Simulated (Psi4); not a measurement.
**DSD-PBEP86/6-311+G(d,p) (density fitting for correlation) run of SiH2Cl2 (dichlorosilane (DCS))**

Aim: the vertical singlet–triplet gap of SiH2Cl2 (dichlorosilane (DCS)) at DSD-PBEP86/6-311+G** (density fitting for correlation), from 2 runs. 

The calculation is run with Psi4 1.11.

1 further run of the same task is left out (set aside as unsound or not needed).

## (1) Starting point

SiH2Cl2 has 5 atoms, charge 0, and is taken as a singlet. SMILES: `Cl[SiH2]Cl`. Geometry: relaxed at PBE0-D4/def2-TZVP.

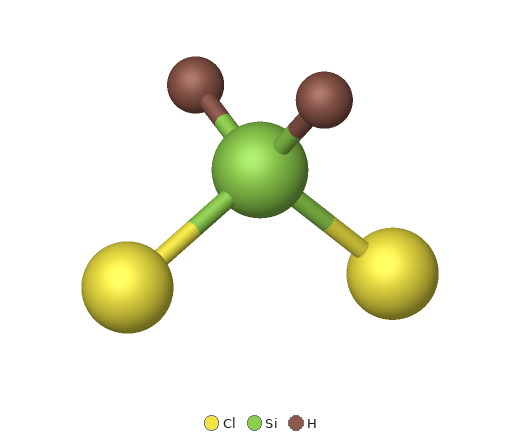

The structure, seen from a chosen angle (chlorine yellow, silicon green, hydrogen brown).

## (2) A single-point energy at DSD-PBEP86/6-311+G(d,p) (density fitting for correlation)

File input.inp:

```
memory 1.6 GB

molecule m {
  0 1
  Cl
  Si 1 2.040315
  Cl 2 2.040214 1 110.1195
  H 2 1.475546 3 108.49111 1 118.60252
  H 2 1.475545 4 112.73729 3 -120.18519
  symmetry c1
}

set basis 6-311+G**
set puream true
set e_convergence 1e-09
set d_convergence 1e-08
set scf_type pk
set dft_radial_points 99
set dft_spherical_points 590
set num_frozen_docc 15

energy("dsd-pbep86")
print_variables()
```

Started as:

```bash
$ psi4 input.inp input.out -n 1
```

input.out:

```text
[...]
  Running in c1 symmetry.
[...]
  Nuclear repulsion =  191.963401925842277
[...]
  Multiplicity = 1
[...]
  Nalpha       = 25
  Nbeta        = 25
[...]
    Number of basis functions: 102
[...]
   @RKS iter   1: -1210.01230293445610   -2.07756e-01   2.61539e-03 DIIS/ADIIS
[...]
   @RKS iter  10: -1210.03542490614791   -1.81899e-12   2.56584e-09 DIIS
[...]
    Orbital Energies [Eh]
    ---------------------
    Doubly Occupied:
       1A   -103.696795     2A   -103.696790     3A    -67.934009
       4A    -10.196376     5A    -10.196369     6A     -7.762548
       7A     -7.762541     8A     -7.758665     9A     -7.758658
      10A     -7.758522    11A     -7.758516    12A     -5.919696
      13A     -4.112283    14A     -4.110934    15A     -4.109268
      16A     -1.045447    17A     -1.017233    18A     -0.682800
      19A     -0.522962    20A     -0.520095    21A     -0.519664
      22A     -0.444562    23A     -0.442044    24A     -0.428638
      25A     -0.417176
[...]
  @RKS Final Energy: -1210.03542490614791
   => Energetics <=
    Nuclear Repulsion Energy =            191.9634019258422768
    One-Electron Energy =               -2055.1298185558648584
    Two-Electron Energy =                 675.3070342473487244
    DFT Exchange-Correlation Energy =     -22.1760425234743401
    Empirical Dispersion Energy =           0.0000000000000000
    VV10 Nonlocal Energy =                  0.0000000000000000
    Total Energy =                      -1210.0354249061479095
[...]
 Multipole Moments:
 ------------------------------------------------------------------------------------
     Multipole            Electronic (a.u.)      Nuclear  (a.u.)        Total (a.u.)
 ------------------------------------------------------------------------------------
 L = 1.  Multiply by 2.5417464519 to convert [e a0] to [Debye]
 Dipole X            :          0.0000711           -0.0000478            0.0000233
 Dipole Y            :         -2.4895263            3.0529969            0.5634706
 Dipole Z            :         -1.7393508            2.1331773            0.3938265
 Magnitude           :                                                    0.6874580
[...]
```

Run time: 7.8 s. Hardware: 1 thread of Intel Xeon 6975P-C (Granite Rapids), shared host; peak memory 0.72 GiB.

## (3) The triplet, same level

File cl2h2si.xyz:

```xyz
5
Cl2H2Si
Cl    -1.036100    -0.393400     1.609300
Si     0.136800    -0.071700    -0.028900
Cl    -0.799200     1.196800    -1.324000
H      0.352000    -1.362200    -0.711200
H      1.396500     0.556600     0.413400
```

File run_ase.py:

```python
import numpy as np
from ase.calculators.psi4 import Psi4
from ase.io import read

atoms = read('cl2h2si.xyz')
calc = Psi4(atoms=atoms, method='dsd-pbep86', basis='6-311+G**', memory='1600MB', num_threads=1, charge=0, multiplicity=3, label='cl2h2si', reference='uks')
calc.psi4.set_options({'puream': True, 'e_convergence': 1e-09, 'd_convergence': 1e-08, 'scf_type': 'pk', 'dft_radial_points': 99, 'dft_spherical_points': 590, 'num_frozen_docc': 15, 'maxiter': 200})
atoms.calc = calc

print(f'energy: {atoms.get_potential_energy():.6f} eV')
```

Started as:

```bash
$ python run_ase.py
```

cl2h2si.dat:

```text
[...]
  Running in c1 symmetry.
[...]
  Nuclear repulsion =  191.963420987880852
[...]
  Multiplicity = 3
[...]
  Nalpha       = 26
  Nbeta        = 24
[...]
    Number of basis functions: 102
[...]
   @UKS iter   1: -1209.70993844069858    9.46070e-02   2.61250e-03 DIIS/ADIIS
[...]
   @UKS iter  26: -1209.73674553064961    2.72848e-12   4.49244e-09 DIIS
[...]
   @S^2 Observed:                2.014499397E+00
[...]
    Orbital Energies [Eh]
    ---------------------
    Alpha Occupied:
       1A   -103.731246     2A   -103.731105     3A    -67.918717
       4A    -10.230695     5A    -10.230555     6A     -7.799254
       7A     -7.799102     8A     -7.795199     9A     -7.795064
      10A     -7.790466    11A     -7.790329    12A     -5.910524
      13A     -4.101656    14A     -4.101096    15A     -4.098189
      16A     -1.083096    17A     -1.058681    18A     -0.726155
      19A     -0.574328    20A     -0.557458    21A     -0.548300
      22A     -0.491307    23A     -0.477307    24A     -0.472926
      25A     -0.461828    26A     -0.121856
    Alpha Virtual:
[...]
  @UKS Final Energy: -1209.73674553064961
   => Energetics <=
    Nuclear Repulsion Energy =            191.9634209878808520
    One-Electron Energy =               -2054.0251744158590554
    Two-Electron Energy =                 674.4726897510686285
    DFT Exchange-Correlation Energy =     -22.1476818537400959
    Empirical Dispersion Energy =           0.0000000000000000
    VV10 Nonlocal Energy =                  0.0000000000000000
    Total Energy =                      -1209.7367455306496140
[...]
 Multipole Moments:
 ------------------------------------------------------------------------------------
     Multipole            Electronic (a.u.)      Nuclear  (a.u.)        Total (a.u.)
 ------------------------------------------------------------------------------------
 L = 1.  Multiply by 2.5417464519 to convert [e a0] to [Debye]
 Dipole X            :         -3.1601448            3.3608640            0.2007191
 Dipole Y            :          1.4193039           -1.5089095           -0.0896057
 Dipole Z            :          0.5131416           -0.5468273           -0.0336857
 Magnitude           :                                                    0.2223782
[...]
```

Standard output:

```text
energy: -32924.418386 eV
```

Wall time 22 s (1 thread of Intel Xeon 6975P-C (Granite Rapids), shared host); peak memory 0.73 GiB.

## (4) Results

Level: DSD-PBEP86/6-311+G** (density fitting for correlation), 15 core orbitals frozen.

```
                                                         quantity           value
                                            singlet: total energy  -1210.23163 Eh
                       singlet: HOMO energy (SCF part's orbitals)       -11.35 eV
                       singlet: LUMO energy (SCF part's orbitals)         1.01 eV
                     singlet: HOMO–LUMO gap (SCF part's orbitals)        12.37 eV
                                            triplet: total energy  -1209.95007 Eh
triplet: HOMO energy (SCF part's orbitals) (highest over α and β)        -3.32 eV
                                                    triplet: ⟨S²⟩           2.014
                 vertical energy of the triplet above the singlet        7.662 eV
```

In words: At this shape the triplet lies 7.66 eV (739 kJ/mol) above the singlet.
